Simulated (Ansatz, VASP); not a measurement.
# Cross-check of SrLi2SnS4 between VASP and Ansatz

Aim: how closely do two programs agree when they are given the same cell, functional and k mesh?

Method: plane waves, with VASP 6.6.1 beside it; single point at PBE, in Ansatz 0.2.0.

## 1. The structure

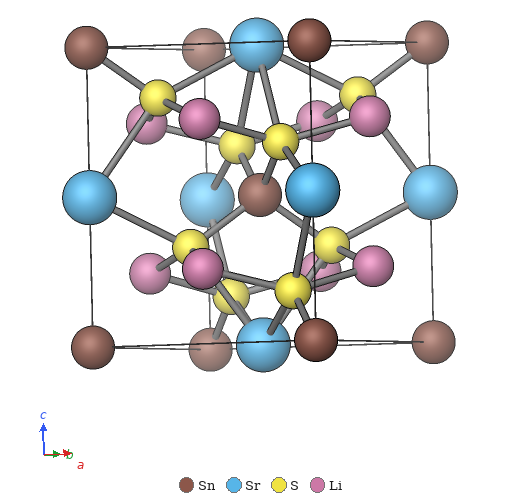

The cell as given, slightly off an axis (tin brown, strontium blue, sulfur yellow, lithium pink). This picture shows the conventional cell, with its axes. Bonds to atoms that aren't drawn are left out. Some periodic images of atoms are drawn too.

## 2. Ansatz: single point, PBE

Ansatz runs on its default PAW (the set named soft_2) files.

A single point gives forces, pressure and levels at one fixed geometry, so differences don't come from the geometry; what else differs is listed under the comparison.

File input.yaml:

```yaml
crystal:
  lattice:
    - [-3.3295, 3.3295, 3.959]
    - [3.3295, -3.3295, 3.959]
    - [3.3295, 3.3295, -3.959]
  atoms:
    - { symbol: Sn, position: [0.0, 0.0, 0.0] }
    - { symbol: Sr, position: [0.5, 0.5, 0.0] }
    - { symbol: S, position: [0.37794, 0.96474, 0.0] }
    - { symbol: S, position: [0.62206, 0.62206, 0.5868] }
    - { symbol: S, position: [0.96474, 0.37794, 0.0] }
    - { symbol: S, position: [0.03526, 0.03526, 0.4132] }
    - { symbol: Li, position: [0.75, 0.25, 0.5] }
    - { symbol: Li, position: [0.25, 0.75, 0.5] }
hamiltonian:
  xc: pbe
  pseudopotentials: { kind: paw }
kpoints:
  mp_grid: { grid: [6, 6, 6] }
scf:
  occupations: { method: fermi_dirac, width: 0.05 }
  n_extra_bands: 6
output:
  forces: true
  stress: true
  eigenvalues: true
  write_density: true
  write_potential: true
  elf: true
  volumetric_format: npy
```

Launch:

```bash
$ ansatz run input.yaml --threads 4 --pin off --max-ram 9216MiB --backend cpu --events-out ev --progress --plain --runs-dir out
```

Numbers of over 12 decimals in the logs are rounded to 6 here.

The log of the run:

```text
scf.n_extra_bands = 6 over 27 filled bands (N_el = 54.0): the run solves 33 bands
Engine: ansatz 0.2.0, aarch64-unknown-linux-gnu
Pseudopotentials: kind: paw
Pseudopotential: Sn, paw, valence charge 14, recommended cutoff 420 eV (normal), Sn.paw.azcp
Pseudopotential: Sr, paw, valence charge 10, recommended cutoff 420 eV (normal), Sr.paw.azcp
Pseudopotential: S, paw, valence charge 6, recommended cutoff 420 eV (normal), S.paw.azcp
Pseudopotential: Li, paw, valence charge 3, recommended cutoff 420 eV (normal), Li.paw.azcp
Functional definition: PBE
  parameter kappa = 0.804
  parameter beta = 0.066725
  exchange = pbe_x(kappa = kappa, mu = beta*pi^2/3)
  correlation = pbe_c(beta = beta)
Crystal: 8 atoms, lattice volume = 175.551 Å³
Basis set: ecut = 420 eV, 3445 PW (Γ), exchange–correlation on 90×90×90 points (8 copies of the dense FFT grid, shifted against one another)
Bands: 33, of which v1, the nominal top of the filled ones, is band 27 counted from 1 (26 counted from 0)
Symmetry: 8 space group operations
Space group: I-42m (ITA 121), of the structure as read, at distance tolerance 5.6e-5 Å
k-points: 30 of 216 (time reversal used)
Non-local potential: Sn, projectors of the file, l = 0: 2, l = 1: 2, l = 2: 2, l = 3: 2
Non-local potential: Sr, projectors of the file, l = 0: 3, l = 1: 2, l = 2: 2
Non-local potential: S, projectors of the file, l = 0: 2, l = 1: 2, l = 2: 2
Non-local potential: Li, projectors of the file, l = 0: 3, l = 1: 2, l = 2: 1
PAW form: soft (Blöchl's): semilocal exchange-correlation on the pseudo side does not see the compensation charge
PAW one-centre angular grid: Sn, 590 points (default); XC on 64 Gauss nodes
PAW one-centre angular grid: Sr, 110 points (default); XC on 64 Gauss nodes
PAW one-centre angular grid: S, 110 points (default); XC on 64 Gauss nodes
PAW one-centre angular grid: Li, 110 points (default); XC on 64 Gauss nodes
Initial density: superposition of atomic densities (neutral atoms: chi_scale 0, normalization atom), corrected by the library's trained network
Initial wavefunctions: pseudopotential atomic-orbital guess
Functional: x = pbe(κ = 0.804, μ = 0.219515), c = pbe(β = 0.066725)
SCF iter   1: F=—  HF=-13595.929724 eV  |F-HF|=—  |Δ(HF+E_count)|=         —  Δρ=8.92e-4  dr2=1.34e-3  ethr=1.77e-3  ⟨swp⟩=9.2  Hψ=5503  notcnv=0
preconditioner: auto → Resta (q_TF=auto, 2.242 Å⁻¹)  ε∞=3.5  [insulator: Δε(μ)=2.669 eV  Ē_g=10.822 eV  σ=0.050 eV  W_gap=1.00  n_scr=26 (ndim 8)  ℏωp=17.3 eV  f_vac=0.016  D(μ)=0.00/eV (n_scr^D=0)  ε∞_Penn≈3.5]
SCF iter   2: F=—  HF=-13595.930573 eV  |F-HF|=—  |Δ(HF+E_count)|=   8.49e-4  Δρ=4.72e-4  dr2=2.99e-4  ethr=2.49e-6  ⟨swp⟩=3.4  Hψ=2553  notcnv=0  defer=5
SCF iter   3: F=—  HF=-13595.930759 eV  |F-HF|=—  |Δ(HF+E_count)|=   1.87e-4  Δρ=2.91e-4  dr2=1.03e-4  ethr=5.54e-7  ⟨swp⟩=2.4  Hψ=1546  notcnv=0  defer=5
SCF iter   4: F=—  HF=-13595.931016 eV  |F-HF|=—  |Δ(HF+E_count)|=   2.57e-4  Δρ=6.65e-5  dr2=8.15e-6  ethr=1.91e-7  ⟨swp⟩=2.0  Hψ=1665  notcnv=0  defer=5
SCF iter   5: F=—  HF=-13595.931085 eV  |F-HF|=—  |Δ(HF+E_count)|=   6.90e-5  Δρ=2.46e-5  dr2=1.51e-6  ethr=1.51e-8  ⟨swp⟩=2.0  Hψ=1588  notcnv=0  defer=5
SCF iter   6: F=—  HF=-13595.931085 eV  |F-HF|=—  |Δ(HF+E_count)|=   1.06e-7  Δρ=1.04e-5  dr2=2.32e-7  ethr=2.80e-9  ⟨swp⟩=2.0  Hψ=1602  notcnv=0  defer=5
SCF iter   7: F=-13595.931085 eV  HF=-13595.931085 eV  |F-HF|=1.43e-8  |Δ(HF+E_count)|=   4.80e-8  Δρ=2.59e-6  dr2=1.88e-8  ethr=1.85e-10  ⟨swp⟩=15.5  Hψ=8617  notcnv=0
SCF 1 converged in 7 iterations: F = -13595.931085 eV  dr2 = 1.88e-8
  greatest PAW one-centre occupation: 1.000 electrons in one spin orbital (limit 2), on the Li atom at site 7 (counted from 0), in its partial waves of l = 0
SCF converged after 7 iterations
Free energy (F): -13595.931085 eV
Harris-Foulkes:  -13595.931085 eV  (|F-HF|=1.43e-8)
Internal energy: -13595.931085 eV  (E = F + TS)
E sigma→0 (E₀):  -13595.931085 eV
Fermi energy:    6.376867 eV
--- Per-component energies (eV) ---
  E_band       = -421.800475
  E_kinetic    = 907.309251
  E_local      = -2750.249148  (includes V_loc(G=0)·N_el)
  E_nonlocal   = 218.750038
  E_hartree    = 1145.237532
  E_xc         = -967.605772
  E_vxc        = -638.252702  (∫ρ·V_xc dr)
  E_paw        = -9279.958082  (= ΣΔE_a)
  E_vpaw       = -449.829435  (= ΣTr[D̂ρ^β])
  E_aug_tail   = 0.000042  (compensation charges beyond the density's cutoff)
  E_ewald      = -2869.414945
  E_smearing   = -0.000000  (= −TS)
  E_closure    = 0.000000  (closes the sum)
  Σ components = -13595.931085   (vs F -13595.931085, Δ=0.00e0)
--- Forces (eV/Å), atoms counted from 1 ---
  atom   1  Sn     0.00000000     0.00000000     0.00000000
  atom   2  Sr    -0.00000000     0.00000000     0.00000000
  atom   3  S     -0.28027009     0.28027009     0.28943390
  atom   4  S     -0.28027009    -0.28027009    -0.28943390
  atom   5  S      0.28027009    -0.28027009     0.28943390
  atom   6  S      0.28027009     0.28027009    -0.28943390
  atom   7  Li     0.00000000     0.00000000     0.00000000
  atom   8  Li     0.00000000     0.00000000     0.00000000
  max |Σ_I F_I| component: 5.38e-17 eV/Å
--- Stress (GPa, compression-positive) ---
        2.257870       0.000000      -0.000000
        0.000000       2.257870      -0.000000
        0.000000      -0.000000       2.521248
  P = ⅓ Tr σ = 2.3457 GPa (23.457 kbar)
--- Band table (eV; the first three rows and the last of 30) ---
  k-point 0: bands = [... 23 lower, 4.0762, 4.5914, 4.6735, 4.6735, 7.7472, 8.9843, 9.7273, 10.1199, ... 2 higher]
  k-point 1: bands = [... 23 lower, 4.2522, 4.3495, 4.5216, 4.5455, 7.9932, 8.9410, 9.3547, 10.0382, ... 2 higher]
  k-point 2: bands = [... 23 lower, 4.0453, 4.1591, 4.3100, 4.5461, 8.0940, 9.0921, 9.4290, 9.7117, ... 2 higher]
  k-point 29: bands = [... 23 lower, 3.3064, 4.5728, 4.5728, 5.0506, 7.7231, 9.2158, 9.2158, 9.5539, ... 2 higher]
```

It took 4.7 s on 4 threads of Arm Neoverse V2, shared host; peak memory 0.56 GiB.

The run ends at a pressure of 2.35 GPa, with forces up to 0.49 eV/Å.

## 3. VASP: single point, PBE

The same cell, functional, mesh and smearing now go to VASP, with its own data sets and cutoff.

Lines of VASP's logs that name or quote its potential files are left out, and so is its time.

File INCAR:

```
SYSTEM = SrLi2SnS4
PREC = Accurate
ENCUT = 650
EDIFF = 1E-06
NELM = 100
ISMEAR = -1
SIGMA = 0.05
LREAL = .FALSE.
ALGO = Normal
GGA = PE
NBANDS = 35
LORBIT = 11
LWAVE = .FALSE.
LCHARG = .TRUE.
ISIF = 2
LELF = .TRUE.
LVHAR = .TRUE.
```

File POSCAR:

```
SrLi2SnS4
1.0
   -3.3295000000      3.3295000000      3.9590000000
    3.3295000000     -3.3295000000      3.9590000000
    3.3295000000      3.3295000000     -3.9590000000
Sn Sr S Li
1 1 4 2
Direct
    0.0000000000      0.0000000000      0.0000000000
    0.5000000000      0.5000000000      0.0000000000
    0.3779400000      0.9647400000      0.0000000000
    0.6220600000      0.6220600000      0.5868000000
    0.9647400000      0.3779400000      0.0000000000
    0.0352600000      0.0352600000      0.4132000000
    0.7500000000      0.2500000000      0.5000000000
    0.2500000000      0.7500000000      0.5000000000
```

File KPOINTS:

```
Automatic mesh
0
Gamma
6 6 6
0 0 0
```

Potentials, in the order of the species: Sn_d, Sr_sv, S and Li_sv (PBE family, release 64).

Launch:

```bash
$ mpirun -np 4 vasp_std
```

The log of the run:

```text
[banner, memory and clock lines left out]
running    4 mpi-ranks, on    1 nodes
 distrk:  each k-point on    4 cores,    1 groups
 distr:  one band on    1 cores,    4 groups

 POSCAR found type information on POSCAR SnSrS Li
 POSCAR found :  4 types and       8 ions
 LDA part: xc-table for (Slater+PW92), standard interpolation
|                                                                             |
|           W    W    AA    RRRRR   N    N  II  N    N   GGGG   !!!           |
|           W    W   A  A   R    R  NN   N  II  NN   N  G    G  !!!           |
|           W    W  A    A  R    R  N N  N  II  N N  N  G       !!!           |
|           W WW W  AAAAAA  RRRRR   N  N N  II  N  N N  G  GGG   !            |
|           WW  WW  A    A  R   R   N   NN  II  N   NN  G    G                |
|           W    W  A    A  R    R  N    N  II  N    N   GGGG   !!!           |
|                                                                             |
|     The number of bands has been changed from the values supplied in        |
|     The orbitals not found in the WAVECAR file will be initialized with     |
|     random numbers, which is usually adequate. For correlated               |
|     calculations, however, you should redo the groundstate calculation.     |
|     I found NBANDS = 35. Now, NBANDS = 36.                                  |
|                                                                             |

 POSCAR, INCAR and KPOINTS ok, starting setup
 FFT: planning ... GRIDC
 FFT: planning ... GRID_SOFT
 FFT: planning ... GRID
 WAVECAR not read
 entering main loop
       N       E                     dE             d eps       ncg     rms          rms(c)
DAV:   1     0.527761880347E+03    0.52776E+03   -0.26845E+04  2160   0.182E+03
DAV:   2     0.467610687753E+02   -0.48100E+03   -0.45978E+03  2272   0.451E+02
DAV:   3    -0.278495605617E+02   -0.74611E+02   -0.73020E+02  2552   0.153E+02
DAV:   4    -0.366226898467E+02   -0.87731E+01   -0.87364E+01  3760   0.419E+01
DAV:   5    -0.372311491937E+02   -0.60846E+00   -0.60739E+00  3392   0.100E+01    0.162E+01
DAV:   6    -0.356748334258E+02    0.15563E+01   -0.35087E+00  3424   0.136E+01    0.114E+01
DAV:   7    -0.356017626034E+02    0.73071E-01   -0.11609E+00  3192   0.489E+00    0.455E+00
DAV:   8    -0.356085515339E+02   -0.67889E-02   -0.17104E-01  3136   0.265E+00    0.562E-01
DAV:   9    -0.356105615657E+02   -0.20100E-02   -0.12221E-02  3120   0.819E-01    0.219E-01
DAV:  10    -0.356119012336E+02   -0.13397E-02   -0.17668E-03  2784   0.198E-01    0.102E-01
DAV:  11    -0.356124113791E+02   -0.51015E-03   -0.56063E-04  2856   0.115E-01    0.278E-02
DAV:  12    -0.356124369244E+02   -0.25545E-04   -0.52683E-05  3312   0.297E-02    0.122E-02
DAV:  13    -0.356124505371E+02   -0.13613E-04   -0.20365E-05  2400   0.224E-02    0.533E-03
DAV:  14    -0.356124504016E+02    0.13546E-06   -0.13673E-06  2288   0.515E-03
   1 F= -.35612450E+02 E0= -.35612450E+02  d E =-.310500E-11
```

Parts of OUTCAR (step 3):

```text
ion  position               nearest neighbor table
   1  0.000  0.000  0.000-   4 2.37   6 2.37   5 2.37   3 2.37   2 3.96   2 3.96
   2  0.500  0.500  0.000-   4 3.08   3 3.08   5 3.08   6 3.08   6 3.25   4 3.25   3 3.25   5 3.25
                             1 3.96   1 3.96
   3  0.378  0.965  0.000-   1 2.37   8 2.47   7 2.47   2 3.08   2 3.25
   4  0.622  0.622  0.587-   1 2.37   7 2.47   8 2.47   2 3.08   2 3.25
   5  0.965  0.378  0.000-   1 2.37   7 2.47   8 2.47   2 3.08   2 3.25
   6  0.035  0.035  0.413-   1 2.37   7 2.47   8 2.47   2 3.08   2 3.25
   7  0.750  0.250  0.500-   5 2.47   6 2.47   4 2.47   3 2.47
   8  0.250  0.750  0.500-   3 2.47   6 2.47   4 2.47   5 2.47

  LATTYP: Found a body centered tetragonal cell.
 ALAT       =     6.6590000000
 C/A-ratio  =     1.1890674275

 Subroutine GETGRP returns: Found  8 space group operations
 (whereof  8 operations were pure point group operations)

The static configuration has the point symmetry D_2d.

 Found     30 irreducible k-points:

   k-points           NKPTS =     30   k-points in BZ     NKDIM =     30   number of bands    NBANDS=     36

   dimension x,y,z NGX =    54 NGY =   54 NGZ =   54
   dimension x,y,z NGXF=   108 NGYF=  108 NGZF=  108

   ENCUT  =  650.0 eV  47.77 Ry    6.91 a.u.  12.79 12.79 12.79*2*pi/ulx,y,z

   NELECT =      54.0000    total number of electrons

 k-points in reciprocal lattice and weights: Automatic mesh
   0.00000000  0.00000000  0.00000000       0.005
   0.16666667  0.00000000 -0.00000000       0.037
   0.33333333  0.00000000 -0.00000000       0.037
   0.50000000  0.00000000  0.00000000       0.019
   0.16666667  0.16666667 -0.00000000       0.037
   0.33333333  0.16666667 -0.00000000       0.074
   0.50000000  0.16666667 -0.00000000       0.074
  -0.33333333  0.16666667  0.00000000       0.074
  -0.16666667  0.16666667  0.00000000       0.019
[...]
-0.33333333 -0.33333333  0.33333333       0.009
   0.50000000  0.50000000  0.50000000       0.005

 average (electrostatic) potential at core
       1-103.5391       2 -37.2370       3 -87.1477       4 -87.1477       5 -87.1477
       6 -87.1477       7 -60.7696       8 -60.7696

 E-fermi :   4.0123

 k-point     1 :       0.0000    0.0000    0.0000
  band No.  band energies     occupation
    ...
     23       1.9020      2.00000
     24       1.9131      2.00000
     25       2.4272      2.00000
     26       2.5129      2.00000
     27       2.5129      2.00000
     28       5.5955      0.00000
     29       6.8149      0.00000
     30       7.5705      0.00000
     31       7.9597      0.00000
     32       8.2977      0.00000
    ...

 k-point     2 :       0.1667    0.0000   -0.0000
  band No.  band energies     occupation
    ...
     23       1.8007      2.00000
     24       2.0394      2.00000
     25       2.1252      2.00000
     26       2.4528      2.00000
     27       2.4731      2.00000
     28       5.8164      0.00000
     29       6.8729      0.00000
     30       7.3840      0.00000
     31       7.7622      0.00000
     32       8.2966      0.00000
    ...

 k-point     3 :       0.3333    0.0000   -0.0000
  band No.  band energies     occupation
    ...
     23       1.5770      2.00000
     24       1.6506      2.00000
     25       2.1789      2.00000
     26       2.3381      2.00000
     27       2.4347      2.00000
     28       5.8468      0.00000
     29       6.9802      0.00000
     30       7.4756      0.00000
     31       7.7610      0.00000
     32       8.0408      0.00000
    ...

  Total        2.3985551      2.3985551      2.6848678      0.0000000      0.0000000      0.0000000
  in kB       21.8905542     21.8905542     24.5036036      0.0000000      0.0000000      0.0000000
  external PRESSURE =      22.7615707 kB  Pullay stress =       0.0000000 kB

  energy-cutoff  :      650.00
  volume of cell :      175.55
      direct lattice vectors                 reciprocal lattice vectors
    -3.329500000  3.329500000  3.959000000     0.000000000  0.150172699  0.126294519
     3.329500000 -3.329500000  3.959000000     0.150172699  0.000000000  0.126294519
     3.329500000  3.329500000 -3.959000000     0.150172699  0.150172699  0.000000000

 POSITION                                       TOTAL-FORCE (eV/Angst)
 -----------------------------------------------------------------------------------
      0.00000      0.00000      0.00000         0.000000     -0.000000      0.000000
      0.00000      0.00000      3.95900         0.000000     -0.000000      0.000000
      1.95375     -1.95375      5.31567        -0.261117      0.261117      0.273377
      1.95375      1.95375      2.60233        -0.261117     -0.261117     -0.273377
     -1.95375      1.95375      5.31567         0.261117     -0.261117      0.273377
      1.37575      1.37575     -1.35667         0.261117      0.261117     -0.273377
     -0.00000      3.32950      1.97950         0.000000     -0.000000      0.000000
      3.32950     -0.00000      1.97950         0.000000     -0.000000      0.000000
 -----------------------------------------------------------------------------------
    total drift:                               -0.000001     -0.000001     -0.000001

  FREE ENERGIE OF THE ION-ELECTRON SYSTEM (eV)
  ---------------------------------------------------
  free  energy   TOTEN  =       -35.6124504016 eV

  energy  without entropy=      -35.6124504016  energy(sigma->0) =      -35.61245040

 total charge
# of ion       s       p       d       tot
------------------------------------------
    1        1.062   1.200  10.150  12.412
    2        2.001   5.771   0.170   7.942
    3        1.331   2.434   0.000   3.765
    4        1.331   2.434   0.000   3.765
    5        1.331   2.434   0.000   3.765
    6        1.331   2.434   0.000   3.765
    7        2.017   0.050   0.000   2.067
    8        2.017   0.050   0.000   2.067
--------------------------------------------------
tot         12.423  16.807  10.320  39.550

[... 3 further parts left out ...]
```

The run ends at a pressure of 2.28 GPa, with forces up to 0.46 eV/Å.

## 4. Comparison

Known differences besides the PAW data sets themselves: the cutoff is 420 eV in Ansatz and 650 eV in VASP; VASP leaves aspherical gradient terms in its spheres out (LASPH is not set), Ansatz keeps them. Total energies have different zeros and are not compared.

Both answers:

| quantity | Ansatz | VASP | difference |
| --- | --- | --- | --- |
| pressure (GPa) | 2.35 | 2.28 | +0.07 |
| gap on the k mesh (eV) | 2.673 | 2.674 | -0.001 |

Forces (eV/Å; atoms numbered as in POSCAR):

| atom | Ansatz x, y, z | VASP x, y, z |
| --- | --- | --- |
| Sn1 | 0.000, 0.000, 0.000 | 0.000, 0.000, 0.000 |
| Sr2 | 0.000, 0.000, 0.000 | 0.000, 0.000, 0.000 |
| S3 | -0.280, 0.280, 0.289 | -0.261, 0.261, 0.273 |
| S4 | -0.280, -0.280, -0.289 | -0.261, -0.261, -0.273 |
| S5 | 0.280, -0.280, 0.289 | 0.261, -0.261, 0.273 |
| S6 | 0.280, 0.280, -0.289 | 0.261, 0.261, -0.273 |
| Li7 | 0.000, 0.000, 0.000 | 0.000, 0.000, 0.000 |
| Li8 | 0.000, 0.000, 0.000 | 0.000, 0.000, 0.000 |

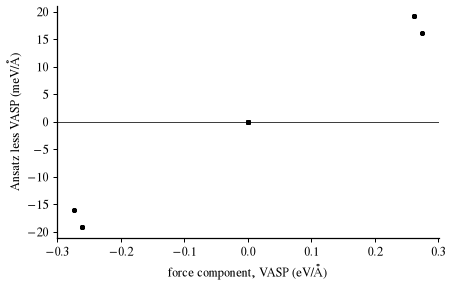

Difference of the force components against their size.

The forces differ by 13 meV/Å r.m.s., which is 6.9 % of the r.m.s. force of 0.19 eV/Å (both taken over all components). Ansatz's pressure holds a Pulay correction of 0.02 GPa; VASP's holds none.

## 5. Further runs

The difference is large enough to ask for its cause, so further runs change the set-up of one program at a time, as the table lists.

| run | r.m.s. force difference (meV/Å) |
| --- | --- |
| as above | 13 |
| Ansatz's larger PAW set (cutoff 780 eV) | 12 |
| norm-conserving potentials (cutoff 1034 eV) | 11 |

## 6. Summary of results

```yaml
r_m_s_force_difference_single_point_pbe: 13 meV/Å
```

In words: The r.m.s. force difference is 13 meV/Å (single point, PBE), beyond the 12 meV/Å picked in this series as the mark of a large difference. For single point, PBE: no further run halves the r.m.s. force difference; only Ansatz's side was varied, and Ansatz's runs with other potentials lie closer to each other than to VASP, which for this quantity points to VASP's side; this was not tested here. How closely two codes agree says nothing of how well the functional describes the real material.

[Lines on the potential files, build, host, timing and source positions are cut from VASP's logs without a mark.]

[Logs are printed without paths, hosts, clocks, repeated set-up lines and the standing remarks that a program may print on its own settings, such as how far it seeks lower states.]

[Hosts, paths, dates, database ids (printed as entryN), source tags and the programs' standing remarks are cut or masked in the printed files.]
